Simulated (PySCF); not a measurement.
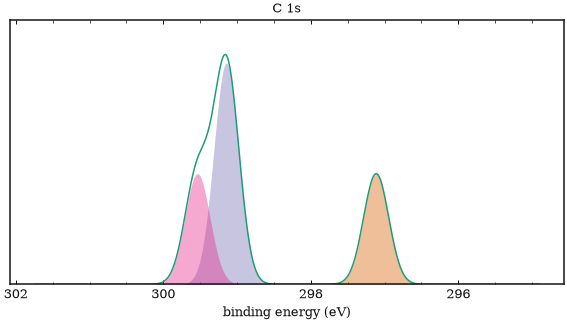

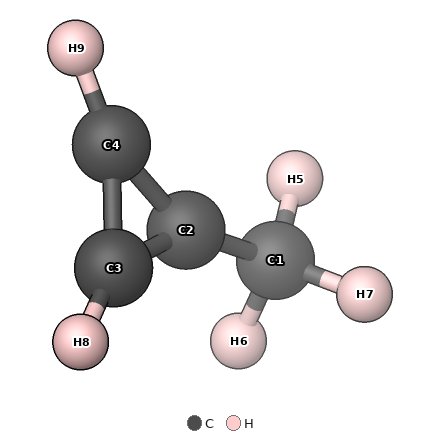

Simulated XPS of C₄H₅⁺, SMILES C[c+]1cc1. Vertical core-electron binding energies by ΔSCF (SCAN, pcX-2 on the ionised atom, pcseg-1 elsewhere, spin-free X2C; PySCF 2.14.0, at a PBE0-D3(BJ)/def2-SVP geometry (no frequency check)), gas phase, against the vacuum level. One atom of each kind was ionised; within a panel, areas follow the number of like atoms, Gaussians of 0.4 eV full width. Only the regions named are shown. Lines closer than the width merge in the curve.

Q: Which atoms give which peak?

A:
| level | atoms | binding energy (eV) |
| --- | --- | --- |
| C 1s | C2 | 299.5 |
| C 1s | C3, C4 | 299.1 |
| C 1s | C1 | 297.1 |

Q: How large is the chemical shift across the C 1s region?

A: 2.4 eV, from C1 at 297.1 eV to C2 at 299.5 eV.
